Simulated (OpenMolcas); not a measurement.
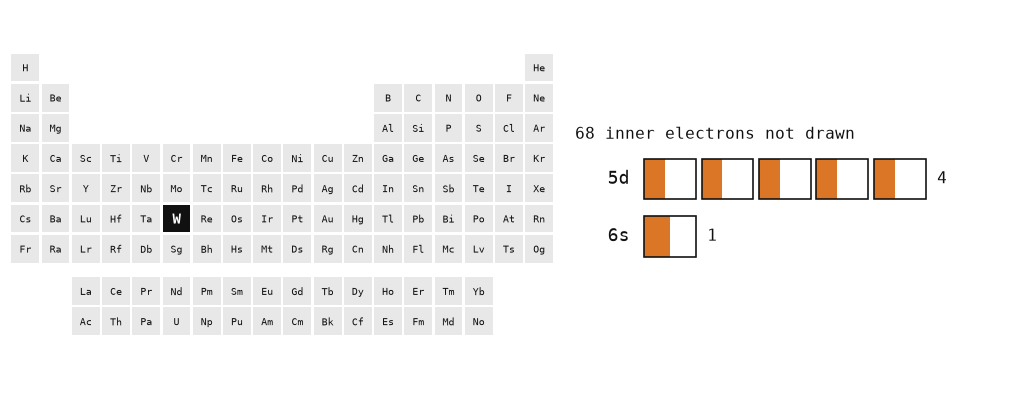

Left, the place of tungsten in the periodic table; right, the outer shells of the leading configuration of the lowest level: a box for each of the 2l + 1 orbitals, shaded by the share of the shell that is filled, with the electron count at the right.

## W⁺: multiconfigurational calculation (part 1 of 2)

System: W⁺.
Method: state-averaged CASSCF, active space 5 electrons in the shells 5d 6s, basis ANO-RCC-VTZP, DKH2 scalar Hamiltonian, spin-orbit coupling by RASSI with atomic mean-field integrals (OpenMolcas).

## Input
```
&GATEWAY
Coord
1

W 0.0 0.0 0.0
Basis=ANO-RCC-VTZP
Group=XYZ
NoMove
AngMom=0.0 0.0 0.0
AMFI
&SEWARD
&RASSCF
FileOrb=start.orb
Symmetry=1
Spin=6
nActEl=5 0 0
Inactive=15 19
Ras2=6 0
CIRoot=6 6 1
SDav=6
CIMx=300
Iter=120 100
PrWF=0.3
OrbListing=Nothing
MaxOrb=0
Atom
>>> COPY $Project.JobIph JOB001
&RASSCF
FileOrb=start.orb
Symmetry=1
Spin=4
nActEl=5 0 0
Inactive=15 19
Ras2=6 0
CIRoot=84 84 1
SDav=84
CIMx=300
Iter=120 100
PrWF=0.3
OrbListing=Nothing
MaxOrb=0
Atom
CIOnly
>>> COPY $Project.JobIph JOB002
&RASSCF
FileOrb=start.orb
Symmetry=1
Spin=2
nActEl=5 0 0
Inactive=15 19
Ras2=6 0
CIRoot=210 210 1
SDav=210
CIMx=300
Iter=120 100
PrWF=0.3
OrbListing=Nothing
MaxOrb=0
Atom
CIOnly
>>> COPY $Project.JobIph JOB003
&RASSI
NrOfJobIphs=3 6 81 113
1 2 3 4 5 6
1 2 3 4 5 6 7 8 9 10 11 12 13 14 15 16 17 18 19 20 21 22 23 24 25 26 27
28 29 30 31 32 33 34 35 36 37 38 39 40 41 42 43 44 45 46 47 48 49 50 51
52 53 54 55 56 57 58 59 60 61 62 63 64 65 66 67 68 69 70 71 72 73 74 75
76 77 78 79 80 81
1 2 3 4 5 6 7 8 9 10 11 12 13 14 15 16 17 18 19 20 21 22 23 24 25 26 27
28 29 30 31 32 33 34 35 36 37 38 39 40 41 42 43 44 45 46 47 48 49 50 51
52 53 54 55 56 57 58 59 60 61 62 63 64 65 66 67 68 69 70 71 72 73 74 75
76 77 78 79 80 81 82 83 84 85 86 87 88 89 90 91 92 93 94 95 96 97 98 99
100 101 102 103 104 105 106 107 108 109 110 111 112 113
IphNames
JOB001
JOB002
JOB003
EJob
SpinOrbit
DIPRint=1.0
SOCoupling=1000.0
Subsets=2
Property=9
'ANGMOM' 1 'ANGMOM' 2 'ANGMOM' 3 'MLTPL  1' 1 'MLTPL  1' 2 'MLTPL  1' 3
'AMFI' 1 'AMFI' 2 'AMFI' 3
SOProperty=3
'ANGMOM' 1 'ANGMOM' 2 'ANGMOM' 3
```

The file start.orb holds starting orbitals from an earlier step. A driver script formed the levels outside the program, from RASSI's spin-orbit matrix and the active-space energies, averaged over the components of each term or state.

Run as:
```bash
OMP_NUM_THREADS=1 MOLCAS_MEM=1689 MOLCAS_PROJECT=a pymolcas a.inp > a.log  # once for each step of the input, in one work folder
```

## Log (extracts)
```
--- SEWARD ---
Basis set label: W.ANO-RCC...8S7P5D3F2G1H.

      Electronic valence basis set:
      ------------------
      Associated Effective Charge  74.000000 au
      Associated Actual Charge     74.000000 au
      Nuclear Model: Point charge

      Shell  nPrim  nBasis  Cartesian Spherical Contaminant
         s      24       8        X
         p      21       7        X
         d      15       5                 X
         f      11       3                 X
         g       4       2                 X
         h       2       1                 X
                  Relativistic Douglas-Kroll-Hess integrals:
                    - DKH order of Hamiltonian: 2
                    - DKH order of Properties : 0
                  Atomic mean-field integrals
--- RASSCF ---
Wave function specifications:
      -----------------------------

      Number of closed shell electrons          68
      Number of electrons in active shells       5
      Max number of holes in RAS1 space          0
      Max nr of electrons in RAS3 space          0
      Number of inactive orbitals               34
      Number of active orbitals                  6
      Number of secondary orbitals              64
      Spin quantum number                      2.5
      State symmetry                             1
Orbital specifications:
      -----------------------

      Symmetry species                           1   2
                                                ag  au
      Frozen orbitals                            0   0
      Inactive orbitals                         15  19
      Active orbitals                            6   0
      RAS1 orbitals                              0   0
      RAS2 orbitals                              6   0
      RAS3 orbitals                              0   0
      Secondary orbitals                        30  34
      Deleted orbitals                           0   0
      Number of basis functions                 51  53
      Number of CSFs                             6
      Number of root(s) required                 6
      Iter CI   SX   CI       RASSCF       Energy    max ROT     max BLB   max BLB  Level Ln srch  Step   QN
          iter iter root      energy       change     param      element    value   shift minimum  type update
 Nr of preliminary CI iterations:   1
      Total energies have been shifted. Add               -16000.00 au
        1   1    3    0  -127.13652852    0.00E+00   1.91E-07   17  23 2 -6.58E-07   0.17   0.00    SX    NO
        2   1    2    0  -127.13652852   -3.09E-11   5.32E-08   12  30 2 -2.49E-07   0.17   0.00    SX    NO
        3   1    2    0  -127.13652852   -9.09E-12  -2.41E-08   12  37 2 -2.52E-07   0.17   0.00    SX    NO
        4   1    2    0  -127.13652852   -5.46E-12  -2.79E-08   12  30 2 -2.44E-07   0.17   0.00    SX    NO
      Convergence after  4 iterations
        5   1    2    0  -127.13652852    3.09E-11  -2.79E-08   12  37 2 -2.06E-07   0.17   0.00    SX    NO
      Natural orbitals and occupation numbers for root  1
      sym 1:   1.000000   1.000000   1.000000   1.000000   0.000000   1.000000
      Natural orbitals and occupation numbers for root  2
      sym 1:   1.000000   1.000000   1.000000   0.000000   1.000000   1.000000
      Natural orbitals and occupation numbers for root  3
      sym 1:   1.000000  -0.000000   1.000000   1.000000   1.000000   1.000000
::    RASSCF root number  1 Total energy: -16127.14024409
::    RASSCF root number  2 Total energy: -16127.14024409
::    RASSCF root number  3 Total energy: -16127.14024409
::    RASSCF root number  4 Total energy: -16127.14024409
::    RASSCF root number  5 Total energy: -16127.14024409
::    RASSCF root number  6 Total energy: -16127.11795067
--- RASSCF ---
Wave function specifications:
      -----------------------------

      Number of closed shell electrons          68
      Number of electrons in active shells       5
      Max number of holes in RAS1 space          0
      Max nr of electrons in RAS3 space          0
      Number of inactive orbitals               34
      Number of active orbitals                  6
      Number of secondary orbitals              64
      Spin quantum number                      1.5
      State symmetry                             1
Orbital specifications:
      -----------------------

      Symmetry species                           1   2
                                                ag  au
      Frozen orbitals                            0   0
      Inactive orbitals                         15  19
      Active orbitals                            6   0
      RAS1 orbitals                              0   0
      RAS2 orbitals                              6   0
      RAS3 orbitals                              0   0
      Secondary orbitals                        30  34
      Deleted orbitals                           0   0
      Number of basis functions                 51  53
      Number of CSFs                            84
      Number of root(s) required                84
      Iter CI   SX   CI       RASSCF       Energy    max ROT     max BLB   max BLB  Level Ln srch  Step   QN
          iter iter root      energy       change     param      element    value   shift minimum  type update
 Nr of preliminary CI iterations:   1
        1   1    0    0-16127.01892355    0.00E+00   0.00E+00   15  21 1 -2.02E-02*  0.00   0.00    SX    NO
      Natural orbitals and occupation numbers for root  1
      sym 1:   0.625109   0.888199   0.859374   0.888199   0.625109   1.114010
      Natural orbitals and occupation numbers for root  2
      sym 1:   0.859374   0.888199   0.625109   0.625109   0.888199   1.114010
      Natural orbitals and occupation numbers for root  3
      sym 1:   0.859374   0.625109   0.625109   0.888199   0.888199   1.114010
::    RASSCF root number  1 Total energy: -16127.08837849
::    RASSCF root number  2 Total energy: -16127.08837849
::    RASSCF root number  3 Total energy: -16127.08837849
::    RASSCF root number  4 Total energy: -16127.07353384
::    RASSCF root number  5 Total energy: -16127.07353384
::    RASSCF root number  6 Total energy: -16127.07353384
::    RASSCF root number  7 Total energy: -16127.07353384
::    RASSCF root number  8 Total energy: -16127.07353384
::    RASSCF root number  9 Total energy: -16127.07353384
::    RASSCF root number 10 Total energy: -16127.07353384
::    RASSCF root number 11 Total energy: -16127.06471911
::    RASSCF root number 12 Total energy: -16127.06471911
::    RASSCF root number 13 Total energy: -16127.06471911
::    RASSCF root number 14 Total energy: -16127.06471911
::    RASSCF root number 15 Total energy: -16127.06471911
::    RASSCF root number 16 Total energy: -16127.05866208
::    RASSCF root number 17 Total energy: -16127.05866208
::    RASSCF root number 18 Total energy: -16127.05866208
::    RASSCF root number 19 Total energy: -16127.05866208
::    RASSCF root number 20 Total energy: -16127.05866208
::    RASSCF root number 21 Total energy: -16127.05866208
::    RASSCF root number 22 Total energy: -16127.05866208
::    RASSCF root number 23 Total energy: -16127.05866208
::    RASSCF root number 24 Total energy: -16127.05866208
::    RASSCF root number 25 Total energy: -16127.05866208
::    RASSCF root number 26 Total energy: -16127.05866208
::    RASSCF root number 27 Total energy: -16127.05861481
::    RASSCF root number 28 Total energy: -16127.05861481
::    RASSCF root number 29 Total energy: -16127.05861481
::    RASSCF root number 30 Total energy: -16127.05861481
--- RASSCF ---
Wave function specifications:
      -----------------------------

      Number of closed shell electrons          68
      Number of electrons in active shells       5
      Max number of holes in RAS1 space          0
      Max nr of electrons in RAS3 space          0
      Number of inactive orbitals               34
      Number of active orbitals                  6
      Number of secondary orbitals              64
      Spin quantum number                      0.5
      State symmetry                             1
Orbital specifications:
      -----------------------

      Symmetry species                           1   2
                                                ag  au
      Frozen orbitals                            0   0
      Inactive orbitals                         15  19
      Active orbitals                            6   0
      RAS1 orbitals                              0   0
      RAS2 orbitals                              6   0
      RAS3 orbitals                              0   0
      Secondary orbitals                        30  34
      Deleted orbitals                           0   0
      Number of basis functions                 51  53
      Number of CSFs                           210
      Number of root(s) required               210
      Iter CI   SX   CI       RASSCF       Energy    max ROT     max BLB   max BLB  Level Ln srch  Step   QN
          iter iter root      energy       change     param      element    value   shift minimum  type update
 Nr of preliminary CI iterations:   1
        1   1    0    0-16126.94836057    0.00E+00   0.00E+00   15  21 1 -3.23E-02*  0.00   0.00    SX    NO
      Natural orbitals and occupation numbers for root  1
      sym 1:   0.918638   0.789118   0.789741   0.925318   0.419466   1.157720
      Natural orbitals and occupation numbers for root  2
      sym 1:   0.516889   0.640426   0.831983   0.835597   0.966117   1.208989
      Natural orbitals and occupation numbers for root  3
      sym 1:   0.965909   0.642954   0.828350   0.514820   0.839438   1.208530
::    RASSCF root number  1 Total energy: -16127.04445441
::    RASSCF root number  2 Total energy: -16127.04445441
::    RASSCF root number  3 Total energy: -16127.04445441
::    RASSCF root number  4 Total energy: -16127.04445441
::    RASSCF root number  5 Total energy: -16127.04445441
::    RASSCF root number  6 Total energy: -16127.03692789
::    RASSCF root number  7 Total energy: -16127.03692789
::    RASSCF root number  8 Total energy: -16127.03692789
::    RASSCF root number  9 Total energy: -16127.03692789
::    RASSCF root number 10 Total energy: -16127.03692789
::    RASSCF root number 11 Total energy: -16127.03692789
::    RASSCF root number 12 Total energy: -16127.03692789
::    RASSCF root number 13 Total energy: -16127.02802159
::    RASSCF root number 14 Total energy: -16127.02802159
::    RASSCF root number 15 Total energy: -16127.02802159
::    RASSCF root number 16 Total energy: -16127.02802159
::    RASSCF root number 17 Total energy: -16127.02802159
::    RASSCF root number 18 Total energy: -16127.02802159
::    RASSCF root number 19 Total energy: -16127.02802159
::    RASSCF root number 20 Total energy: -16127.02802159
::    RASSCF root number 21 Total energy: -16127.02802159
::    RASSCF root number 22 Total energy: -16127.01896455
::    RASSCF root number 23 Total energy: -16127.01896455
::    RASSCF root number 24 Total energy: -16127.01896455
::    RASSCF root number 25 Total energy: -16127.01896455
::    RASSCF root number 26 Total energy: -16127.01896455
::    RASSCF root number 27 Total energy: -16127.01896455
::    RASSCF root number 28 Total energy: -16127.01896455
::    RASSCF root number 29 Total energy: -16127.01896455
::    RASSCF root number 30 Total energy: -16127.01896455
```

(Continued in part 2.) Outcome of the run: converged.
